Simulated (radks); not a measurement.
# Spin polarisation of the 4d shell in Ru³⁺

Aim: the energy gained and the exchange splitting as electrons of the 4d shell of Ru³⁺ are turned from spin down to spin up.

The numbers are computed with radks (a radial shooting solver on a logarithmic mesh, Libxc functionals) version 1 (non-relativistic Kohn-Sham, LDA (Slater exchange, Perdew-Wang correlation), spin-polarised, spherical densities, point nucleus), except any that are marked as measured or tabulated.

## (1) The system

```
element       : ruthenium (Z = 44)
charge        : +3
electrons     : 41
configuration : [Kr] 4d(up 2.5, down 2.5)
```

A shell typed twice in an input gives spin up, then spin down.

## (2) No moment

Settings of this run:

```text
Z 44
configuration [Kr] 4d2.5 4d2.5
relativity non-relativistic
functional lda,pw
spin polarised
nucleus point
```

## (3) moment 1 in 4d

Settings of this run:

```text
Z 44
configuration [Kr] 4d3 4d2
relativity non-relativistic
functional lda,pw
spin polarised
nucleus point
```

## (4) moment 2 in 4d

Settings of this run:

```text
Z 44
configuration [Kr] 4d3.5 4d1.5
relativity non-relativistic
functional lda,pw
spin polarised
nucleus point
```

## (5) moment 3 in 4d

Settings of this run:

```text
Z 44
configuration [Kr] 4d4 4d1
relativity non-relativistic
functional lda,pw
spin polarised
nucleus point
```

## (6) moment 4 in 4d

Settings of this run:

```text
Z 44
configuration [Kr] 4d4.5 4d0.5
relativity non-relativistic
functional lda,pw
spin polarised
nucleus point
```

## (7) moment 5 in 4d

Settings of this run:

```text
Z 44
configuration [Kr] 4d5 4d0
relativity non-relativistic
functional lda,pw
spin polarised
nucleus point
```

**Question.** What will these runs give? Wanted: for each run, moment; E − E(0); ε(4d up); ε(4d down); splitting.

The runs gave:

```
moment (μB)  E − E(0) (eV)  ε(4d up) (eV)  ε(4d down) (eV)  splitting (eV)
          0          0.000        -38.018          -38.018           0.000
          1         -0.179        -38.359          -37.642           0.717
          2         -0.718        -38.667          -37.227           1.439
          3         -1.620        -38.944          -36.771           2.173
          4         -2.893        -39.189          -36.267           2.922
          5         -4.546        -39.404          -35.712           3.692
```

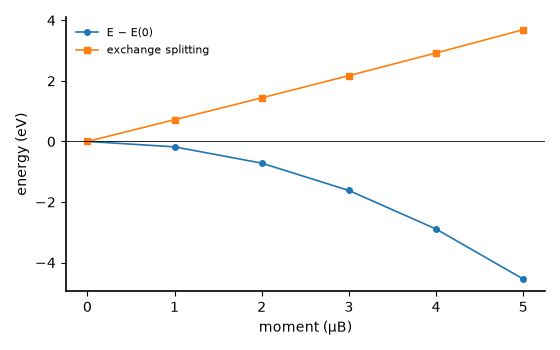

Energy and exchange splitting against the moment.

**Reading.** At a moment of 5 μB the energy has fallen by 4.55 eV and the 4d levels split by 3.69 eV, 0.738 eV per μB. The Stoner form E = −I m²/4 would give I = 0.727 eV. The energy falls at every step.
